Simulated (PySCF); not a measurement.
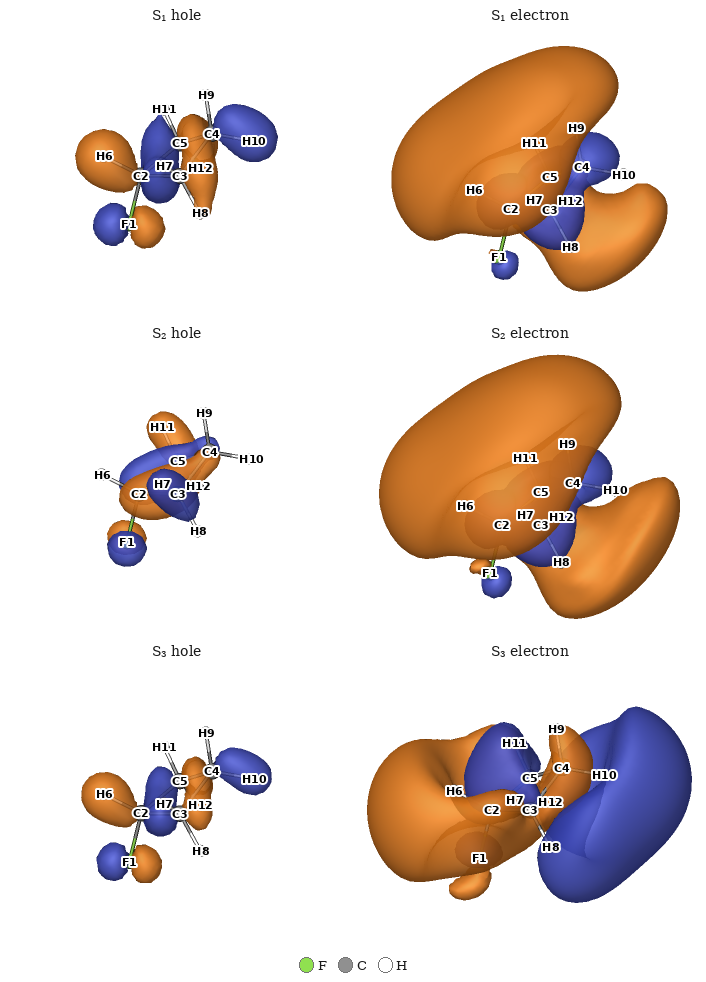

C4H7F, SMILES `FC1CCC1`. Leading natural transition orbitals (TDA singlet states).

Level of theory: PBE0/def2-SVPD (PySCF), at a geometry from GFN2-xTB. No frequency check shows the geometry to be a minimum.

> Give the energy and character of each state.

By state:
- S₁: 8.28 eV (150 nm), f = 0.015, diffuse (Rydberg-like) orbital; the leading pair carries 99 %; hole on C2 (19 %), F1 (16 %) and C4 (14 %), electron on H6 (17 %), H9 (14 %) and H7 and H11 (12 % each) (atom shares of so diffuse an orbital are rough); their centroids lie 1.0 Å apart; S₂ lies within 0.1 eV of it.
- S₂: 8.34 eV (149 nm), f = 0.048, diffuse (Rydberg-like) orbital; the leading pair carries 99 %; hole on C2, C3 and C5 (20 % each), F1 (15 %) and C4 (7 %), electron on H6 and H9 (15 % each), H7 and H11 (12 % each) and C2, C3, C4 and C5 (7 % each) (atom shares of so diffuse an orbital are rough); their centroids lie 1.0 Å apart; S₁ lies within 0.1 eV of it.
- S₃: 8.45 eV (147 nm), f = 0.011, diffuse (Rydberg-like) orbital; the leading pair carries 99 %; hole on C2 (19 %), F1 (18 %) and C4 (14 %), electron on H10 (18 %), H6 (13 %) and C2 (12 %) (atom shares of so diffuse an orbital are rough); their centroids lie 0.5 Å apart; S₄ lies within 0.1 eV of it.
